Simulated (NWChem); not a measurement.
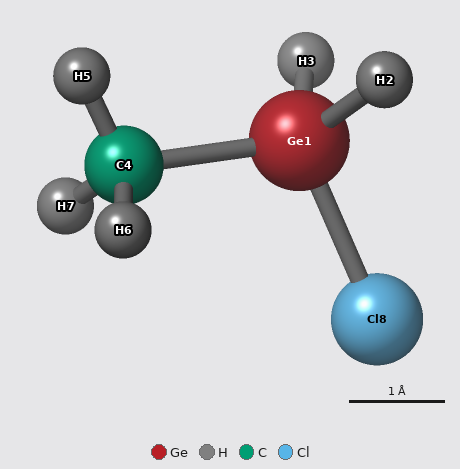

The structure as given in the input (ball-and-stick view, seen at a tilt; atoms are numbered from 1 in the order of the input). Sticks mark near contacts. Bond lengths as drawn: Cl–Ge 2.10 Å, C–Ge 1.97 Å, C–H 1.09 Å and Ge–H 1.51 Å.

**CH5ClGe: energy and gradient calculation**

CH5ClGe, SMILES [H][Ge]([H])([CH3])[Cl], computed with B3LYP/STO-3G, RKS (NWChem 7.3.0).

The geometry comes from this level: GFN2-xTB.

**The program's output**
```
Northwest Computational Chemistry Package (NWChem) 7.3.0
             --------------------------------------------------------

           Job information
           ---------------

    nwchem branch   = 7.3.0
    use scalapack   = T
    input           = run.nw
    prefix          = run.
    data base       = ./run.db
    status          = startup
    nproc           =        1

           Memory information
           ------------------

    heap     =     28835834 doubles =      220.0 Mbytes
    stack    =    115343359 doubles =      880.0 Mbytes
    global   =    144179200 doubles =     1100.0 Mbytes (distinct from heap & stack)
    total    =    288358393 doubles =     2200.0 Mbytes
    verify   = yes
    hardfail = no

           Directory information
           ---------------------

  0 permanent = .
  0 scratch   = .

                                NWChem Input Module
                                -------------------

 Scaling coordinates for geometry "geometry" by  1.889725989
 (inverse scale =  0.529177249)

                             Geometry "geometry" -> ""
                             -------------------------

 Output coordinates in angstroms (scale by  1.889725989 to convert to a.u.)

  No.       Tag          Charge          X              Y              Z
 ---- ---------------- ---------- -------------- -------------- --------------
    1 Ge                  32.0000     0.48385000    -0.67883000     0.34663000
    2 H                    1.0000     0.50698000    -0.74766000     1.85674000
    3 H                    1.0000     1.91219000    -0.76786000    -0.14000000
    4 C                    6.0000    -0.45505000     0.91667000    -0.32998000
    5 H                    1.0000    -0.00674000     1.82852000     0.05296000
    6 H                    1.0000    -1.49987000     0.89464000    -0.02883000
    7 H                    1.0000    -0.41575000     0.94431000    -1.41663000
    8 Cl                  17.0000    -0.52561000    -2.38978000    -0.34089000

      Atomic Mass
      -----------

      Ge                73.921900
      H                  1.007825
      C                 12.000000
      Cl                34.968850

 Effective nuclear repulsion energy (a.u.)     273.4536206877

            Nuclear Dipole moment (a.u.)
            ----------------------------
        X                 Y               Z
 ---------------- ---------------- ----------------
     8.1529204216  -103.3620589385     6.8812293176

            XYZ format geometry
            -------------------
     8
 geometry
 Ge                    0.48385000    -0.67883000     0.34663000
 H                     0.50698000    -0.74766000     1.85674000
 H                     1.91219000    -0.76786000    -0.14000000
 C                    -0.45505000     0.91667000    -0.32998000
 H                    -0.00674000     1.82852000     0.05296000
 H                    -1.49987000     0.89464000    -0.02883000
 H                    -0.41575000     0.94431000    -1.41663000
 Cl                   -0.52561000    -2.38978000    -0.34089000

 ==============================================================================
                                internuclear distances
 ------------------------------------------------------------------------------
       center one      |      center two      | atomic units |  angstroms
 ------------------------------------------------------------------------------
    2 H                |   1 Ge               |     2.85699  |     1.51185
    3 H                |   1 Ge               |     2.85648  |     1.51159
    4 C                |   1 Ge               |     3.72470  |     1.97103
    5 H                |   4 C                |     2.05198  |     1.08586
    6 H                |   4 C                |     2.05522  |     1.08758
    7 H                |   4 C                |     2.05548  |     1.08771
    8 Cl               |   1 Ge               |     3.97249  |     2.10215
 ------------------------------------------------------------------------------
                         number of included internuclear distances:          7
 ==============================================================================

 ==============================================================================
                                 internuclear angles
 ------------------------------------------------------------------------------
        center 1       |       center 2       |       center 3       |  degrees
 ------------------------------------------------------------------------------
    2 H                |   1 Ge               |   3 H                |   107.72
    2 H                |   1 Ge               |   4 C                |   112.77
    2 H                |   1 Ge               |   8 Cl               |   107.28
    3 H                |   1 Ge               |   4 C                |   112.79
    3 H                |   1 Ge               |   8 Cl               |   107.49
    4 C                |   1 Ge               |   8 Cl               |   108.53
    1 Ge               |   4 C                |   5 H                |   111.22
    1 Ge               |   4 C                |   6 H                |   110.25
    1 Ge               |   4 C                |   7 H                |   110.26
    5 H                |   4 C                |   6 H                |   108.42
    5 H                |   4 C                |   7 H                |   108.42
    6 H                |   4 C                |   7 H                |   108.17
 ------------------------------------------------------------------------------
                            number of included internuclear angles:         12
 ==============================================================================

                      Basis "ao basis" -> "" (spherical)
                      -----
  [basis functions not shown]

 Summary of "ao basis" -> "" (spherical)
 ------------------------------------------------------------------------------
       Tag                 Description            Shells   Functions and Types
 ---------------- ------------------------------  ------  ---------------------
 Ge                          STO-3G                  8       18   4s3p1d
 H                           STO-3G                  1        1   1s
 C                           STO-3G                  3        5   2s1p
 Cl                          STO-3G                  5        9   3s2p

                                 NWChem DFT Module
                                 -----------------

 Summary of "ao basis" -> "ao basis" (spherical)
 ------------------------------------------------------------------------------
       Tag                 Description            Shells   Functions and Types
 ---------------- ------------------------------  ------  ---------------------
 Ge                          STO-3G                  8       18   4s3p1d
 H                           STO-3G                  1        1   1s
 C                           STO-3G                  3        5   2s1p
 Cl                          STO-3G                  5        9   3s2p

  Caching 1-el integrals
  itol2e modified to match energy
  convergence criterion.
  tol_rho modified to match energy
  convergence criterion.

            General Information
            -------------------
          SCF calculation type: DFT
          Wavefunction type:  closed shell.
          No. of atoms     :     8
          No. of electrons :    60
           Alpha electrons :    30
            Beta electrons :    30
          Charge           :     0
          Spin multiplicity:     1
          Use of symmetry is: off; symmetry adaption is: off
          Maximum number of iterations: 100
          AO basis - number of functions:    37
                     number of shells:    21
          Convergence on energy requested:  1.00D-08
          Convergence on density requested:  1.00D-05
          Convergence on gradient requested:  5.00D-04

              XC Information
              --------------
                         B3LYP Method XC Potential
                     Hartree-Fock (Exact) Exchange  0.200
                        Slater Exchange Functional  0.800 local
                    Becke 1988 Exchange Functional  0.720 non-local
              Lee-Yang-Parr Correlation Functional  0.810
                  VWN I RPA Correlation Functional  0.190 local

             Grid Information
             ----------------
          Grid used for XC integration:  xfine
          Radial quadrature: Mura-Knowles
          Angular quadrature: Lebedev.
          Tag              B.-S. Rad. Rad. Pts. Rad. Cut. Ang. Pts.
          ---              ---------- --------- --------- ---------
          Ge                  1.25      160           8.0      1454
          H                   0.35      100          10.0      1202
          C                   0.70      100           9.0      1454
          Cl                  1.00      125          11.0      1454
          Grid pruning is: on
          Number of quadrature shells:   885
          Spatial weights used:  Erf1

          Convergence Information
          -----------------------
          Convergence aids based upon iterative change in
          total energy or number of iterations.
          Levelshifting, if invoked, occurs when the
          HOMO/LUMO gap drops below (HL_TOL):  1.00D-02
          DIIS, if invoked, will attempt to extrapolate
          using up to (NFOCK): 10 stored Fock matrices.

                    Damping( 0%)  Levelshifting(0.5)       DIIS
                  --------------- ------------------- ---------------
          dE  on:    start            ASAP                start
          dE off:    2 iters        100 iters           100 iters

      Screening Tolerance Information
      -------------------------------
          Density screening/tol_rho:  1.00D-11
          AO Gaussian exp screening on grid/accAOfunc:  18
          CD Gaussian exp screening on grid/accCDfunc:  20
          XC Gaussian exp screening on grid/accXCfunc:  20
          Schwarz screening/accCoul:  1.00D-09

      Superposition of Atomic Density Guess
      -------------------------------------

 Sum of atomic energies:       -2545.68420403

      Non-variational initial energy
      ------------------------------

 Total energy =   -2545.919543
 1-e energy   =   -4115.195836
 2-e energy   =    1295.822672
 HOMO         =      -0.208623
 LUMO         =       0.322409

   Time after variat. SCF:      0.1

     ---------------------------------------------
      Total Density - Mulliken Population Analysis
     ---------------------------------------------

    Atom       Charge   Shell Charges
 -----------   ------   -------------------------------------------------------
    1 Ge  32    30.97   2.00  2.00  6.00  2.00  5.93  1.22  1.86  9.96
    2 H    1     1.15   1.15
    3 H    1     1.15   1.15
    4 C    6     6.32   1.99  1.35  2.98
    5 H    1     0.94   0.94
    6 H    1     0.94   0.94
    7 H    1     0.94   0.94
    8 Cl  17    17.59   2.00  2.00  5.99  1.96  5.63
   Time prior to 1st pass:      0.1

 Grid_pts file          = ./run.gridpts.0
 Record size in doubles =  12289        No. of grid_pts per rec  =   3070
 Max. records in memory =    462        Max. recs in file   = *********

 Grid integrated density:      60.000001361291
 Requested integration accuracy:   0.10E-07

           Memory utilization after 1st SCF pass:
           Heap Space remaining (MW):        0.00                  96
          Stack Space remaining (MW):      115.34           115342932

   convergence    iter        energy       DeltaE   RMS-Dens  Diis-err    time
 ---------------- ----- ----------------- --------- --------- ---------  ------
 d= 0,ls=0.0,diis     1  -2548.8747745313 -2.82D+03  3.18D-02  2.42D-01     1.2
 Grid integrated density:      60.000001924929
 Requested integration accuracy:   0.10E-07
 d= 0,ls=0.0,diis     2  -2548.9269334832 -5.22D-02  1.01D-02  3.48D-02     1.8
 Grid integrated density:      60.000001997079
 Requested integration accuracy:   0.10E-07
 d= 0,ls=0.0,diis     3  -2548.9338252410 -6.89D-03  2.47D-03  5.68D-03     2.5
 d= 0,ls=0.0,diis     4  -2548.9348012149 -9.76D-04  4.85D-04  1.29D-04     3.2
 d= 0,ls=0.0,diis     5  -2548.9348216431 -2.04D-05  1.47D-04  1.38D-05     4.0
  Resetting Diis
 d= 0,ls=0.0,diis     6  -2548.9348244580 -2.81D-06  1.99D-05  2.67D-07     4.7
 d= 0,ls=0.0,diis     7  -2548.9348245113 -5.34D-08  2.44D-06  1.40D-09     5.5
 d= 0,ls=0.0,diis     8  -2548.9348245117 -3.61D-10  6.60D-07  1.80D-10     6.2

         Total DFT energy =    -2548.934824511700
      One electron energy =    -4106.989426771593
           Coulomb energy =     1399.927115240804
    Exchange-Corr. energy =     -115.326133668642
 Nuclear repulsion energy =      273.453620687731

 Numeric. integr. density =       60.000000186830

     Total iterative time =      6.1s

     ---------------------------------------------
      Total Density - Mulliken Population Analysis
     ---------------------------------------------

    Atom       Charge   Shell Charges
 -----------   ------   -------------------------------------------------------
    1 Ge  32    31.40   2.00  2.00  6.00  2.00  5.92  1.26  2.37  9.85
    2 H    1     1.08   1.08
    3 H    1     1.08   1.08
    4 C    6     6.36   1.99  1.24  3.13
    5 H    1     0.92   0.92
    6 H    1     0.92   0.92
    7 H    1     0.92   0.92
    8 Cl  17    17.33   2.00  2.00  5.99  1.99  5.36

     -------------------------------------------
      Total Density - Lowdin Population Analysis
     -------------------------------------------

    Atom       Charge   Shell Charges
 -----------   ------   -------------------------------------------------------
    1 Ge  32    31.44   2.00  2.00  5.99  1.99  5.89  1.18  2.54  9.85
    2 H    1     1.10   1.10
    3 H    1     1.10   1.10
    4 C    6     6.25   1.98  1.06  3.21
    5 H    1     0.95   0.95
    6 H    1     0.95   0.95
    7 H    1     0.95   0.95
    8 Cl  17    17.27   2.00  2.00  5.98  1.93  5.36

 center of mass
 --------------
 x =   0.18648524 y =  -1.80943630 z =   0.15111271

 moments of inertia (a.u.)
 ------------------
         548.514485190691         -81.833595587155         -74.232897091302
         -81.833595587155         191.330370918671         -51.917809314186
         -74.232897091302         -51.917809314186         604.378035297217

     Multipole analysis of the density
     ---------------------------------

     L   x y z        total         alpha         beta         nuclear
     -   - - -        -----         -----         ----         -------
     0   0 0 0     -0.000000    -30.000000    -30.000000     60.000000

     1   1 0 0      0.406251     -3.873335     -3.873335      8.152920
     1   0 1 0      0.902935     52.132497     52.132497   -103.362059
     1   0 0 1      0.272733     -3.304248     -3.304248      6.881229

     2   2 0 0    -26.580119    -48.583767    -48.583767     70.587414
     2   1 1 0     -1.552704     -9.250874     -9.250874     16.949043
     2   1 0 1     -0.150329    -19.036330    -19.036330     37.922332
     2   0 2 0    -31.507303   -235.480604   -235.480604    439.453904
     2   0 1 1     -1.023203     -4.006060     -4.006060      6.988917
     2   0 0 2    -26.441597    -34.560154    -34.560154     42.678711

            General Information
            -------------------
          SCF calculation type: DFT
          Wavefunction type:  closed shell.
          No. of atoms     :     8
          No. of electrons :    60
           Alpha electrons :    30
            Beta electrons :    30
          Charge           :     0
          Spin multiplicity:     1
          Use of symmetry is: off; symmetry adaption is: off
          Maximum number of iterations: 100
          AO basis - number of functions:    37
                     number of shells:    21
          Convergence on energy requested:  1.00D-08
          Convergence on density requested:  1.00D-05
          Convergence on gradient requested:  5.00D-04

              XC Information
              --------------
                         B3LYP Method XC Potential
                     Hartree-Fock (Exact) Exchange  0.200
                        Slater Exchange Functional  0.800 local
                    Becke 1988 Exchange Functional  0.720 non-local
              Lee-Yang-Parr Correlation Functional  0.810
                  VWN I RPA Correlation Functional  0.190 local

             Grid Information
             ----------------
          Grid used for XC integration:  xfine
          Radial quadrature: Mura-Knowles
          Angular quadrature: Lebedev.
          Tag              B.-S. Rad. Rad. Pts. Rad. Cut. Ang. Pts.
          ---              ---------- --------- --------- ---------
          Ge                  1.25      160           8.0      1454
          H                   0.35      100          10.0      1202
          C                   0.70      100           9.0      1454
          Cl                  1.00      125          11.0      1454
          Grid pruning is: on
          Number of quadrature shells:   885
          Spatial weights used:  Erf1

          Convergence Information
          -----------------------
          Convergence aids based upon iterative change in
          total energy or number of iterations.
          Levelshifting, if invoked, occurs when the
          HOMO/LUMO gap drops below (HL_TOL):  1.00D-02
          DIIS, if invoked, will attempt to extrapolate
          using up to (NFOCK): 10 stored Fock matrices.

                    Damping( 0%)  Levelshifting(0.5)       DIIS
                  --------------- ------------------- ---------------
          dE  on:    start            ASAP                start
          dE off:    2 iters        100 iters           100 iters

      Screening Tolerance Information
      -------------------------------
          Density screening/tol_rho:  1.00D-11
          AO Gaussian exp screening on grid/accAOfunc:  18
          CD Gaussian exp screening on grid/accCDfunc:  20
          XC Gaussian exp screening on grid/accXCfunc:  20
          Schwarz screening/accCoul:  1.00D-09

                            NWChem DFT Gradient Module
                            --------------------------

  charge          =   0.00
  wavefunction    = closed shell

                         DFT ENERGY GRADIENTS

    atom               coordinates                        gradient
                 x          y          z           x          y          z
   1 Ge      0.914344  -1.282803   0.655036   -0.030803  -0.037378  -0.021580
   2 H       0.958053  -1.412873   3.508730    0.003076  -0.001807   0.032942
   3 H       3.613515  -1.451045  -0.264562    0.032052  -0.002124  -0.008145
   4 C      -0.859920   1.732255  -0.623572   -0.016839   0.035045  -0.011666
   5 H      -0.012737   3.455402   0.100080   -0.004590  -0.007489  -0.003827
   6 H      -2.834343   1.690624  -0.054481    0.007591  -0.000795  -0.001964
   7 H      -0.785654   1.784487  -2.677043    0.000071  -0.001145   0.007657
   8 Cl     -0.993259  -4.516029  -0.644189    0.009443   0.015693   0.006584

                 ----------------------------------------
                 |  Time  |  1-e(secs)   |  2-e(secs)   |
                 ----------------------------------------
                 |  CPU   |       0.00   |       0.86   |
                 ----------------------------------------
                 |  WALL  |       0.00   |       0.86   |
                 ----------------------------------------

 Task  times  cpu:        8.3s     wall:        8.3s
 Total times  cpu:        8.3s     wall:        8.3s
```

The run was set up as follows.

**The input**
```
start run
memory stack 880 mb heap 220 mb global 1100 mb

geometry noautosym nocenter noautoz
Ge     0.483850    -0.678830     0.346630
H      0.506980    -0.747660     1.856740
H      1.912190    -0.767860    -0.140000
C     -0.455050     0.916670    -0.329980
H     -0.006740     1.828520     0.052960
H     -1.499870     0.894640    -0.028830
H     -0.415750     0.944310    -1.416630
Cl    -0.525610    -2.389780    -0.340890
end

basis "ao basis" spherical bse
Ge library STO-3G
H library STO-3G
C library STO-3G
Cl library STO-3G
end

dft
xc b3lyp
mult 1
grid xfine
convergence energy 1e-08
iterations 100
mulliken
noprint "final vectors analysis"
end

task dft gradient
```

Launch command:
```bash
nwchem run.nw > run.out
```

**Summary**

- outcome: converged
- total energy: −2548.934825 hartree
- basis functions: 37
- largest force: 2.727 eV/Å
- dipole moment: 2.61 D
- hardware: 1 thread of AMD EPYC (Zen 5), 16 GiB of memory available, shared host
- wall time: 9 s
- peak memory: 0.14 GiB

Further notes kept with the run: grid integrates the density poorly.
